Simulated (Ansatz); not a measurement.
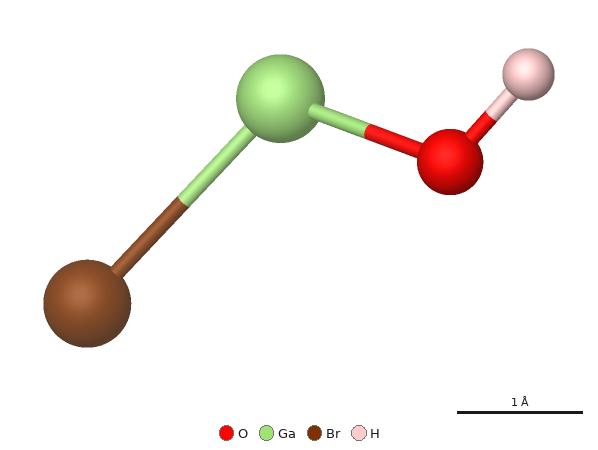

The picture shows a molecular structure as a ball-and-stick model. Every bond is drawn as one stick, whatever its order.

State: neutral, doublet.

Describe the molecule.

Formula BrGaHO. SMILES: `[OH][Ga][Br]`. The point group is Cs. It is an open-shell species. All atoms lie on one plane. Coordination: 1 O bent; 1 Ga bent.

More results for the same structure follow; atom numbers are the same in all pictures, views and colours differ. The computed structure is the end point of a PBE0-D4/def2-TZVP optimisation.

**Geometry**

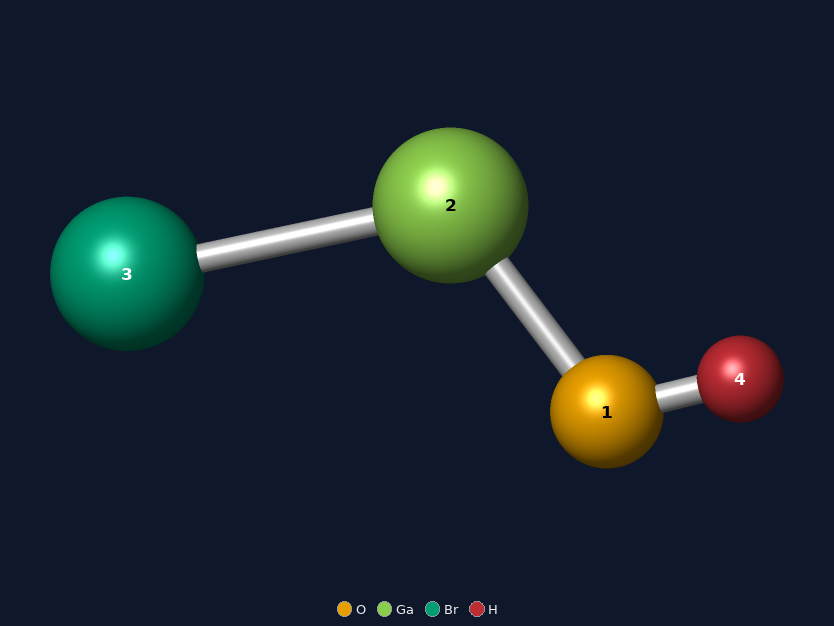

List the bonds and their lengths.

| bond | length (Å) |
| --- | --- |
| O1–Ga2 | 1.795 |
| O1–H4 | 0.961 |
| Ga2–Br3 | 2.313 |

**Levels of theory compared**

Program: Ansatz 0.2.0.

At this fixed geometry, give dipole (D), HOMO energy (eV) at these levels: B3LYP-D4/def2-TZVPP; PBE-D4/def2-TZVPP; r2SCAN-D4/def2-TZVPP; ωB97M-V/def2-TZVPP.

```tsv
level	dipole (D)	HOMO energy (eV)
B3LYP-D4/def2-TZVPP	2.86	−6.42
PBE-D4/def2-TZVPP	2.67	−5.53
r2SCAN-D4/def2-TZVPP	2.82	−5.93
ωB97M-V/def2-TZVPP	2.96	−8.65
```

**Charges**

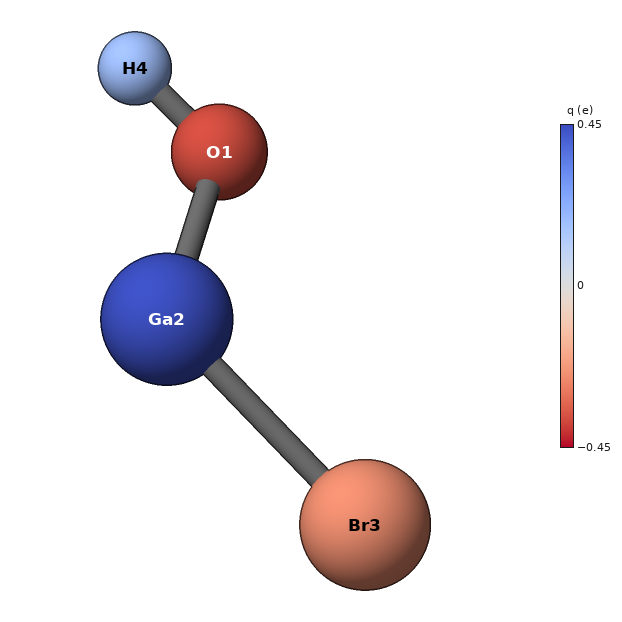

Atoms are coloured by their Mulliken charges. Method: UKS ωB97M-V/def2-TZVPP (Ansatz 0.2.0).

Which atom carries the highest charge (most positive or least negative)?

Ga2 (0.44 e).

And the lowest?

O1 (−0.36 e).

List the Mulliken charges.

| atom | value (e) |
| --- | --- |
| O1 | −0.36 |
| Ga2 | 0.44 |
| Br3 | −0.24 |
| H4 | 0.17 |

**Vibrations**

Harmonic vibrations computed with UKS PBE0-D4/def2-TZVP (Ansatz 0.2.0) at a stationary point of the same level.

How many vibrational modes are there, and where do they lie?

6 modes: 134, 283, 307, 659, 793, 3884 cm⁻¹.

Mulliken values depend strongly on the basis set and can even reverse the polarity of a bond.
